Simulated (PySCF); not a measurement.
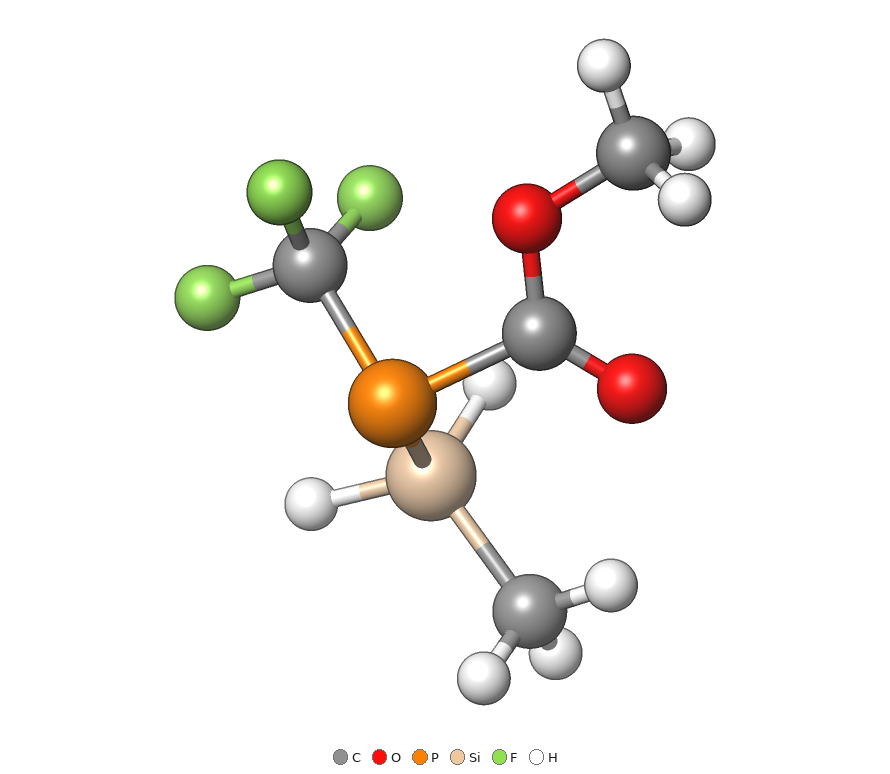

Computed geometry: GFN2-xTB optimisation. No frequency run is at hand to confirm it as a minimum. Method: PBE0/pcSseg-1, gas phase (PySCF 2.14.0).

Computed properties:

The species is C₄H₈F₃O₂PSi (`COC(=O)P([SiH2]C)C(F)(F)F`).
- dipole moment: 1.64 D
- HOMO energy (Kohn–Sham orbital): −7.82 eV
- LUMO energy (Kohn–Sham orbital): −0.54 eV
- HOMO–LUMO gap: 7.27 eV

The geometry is semi-empirical. Around P, Si such bond lengths and angles can be off by a tenth of an ångström or more and by several degrees, and values that hang on the shape move with them.
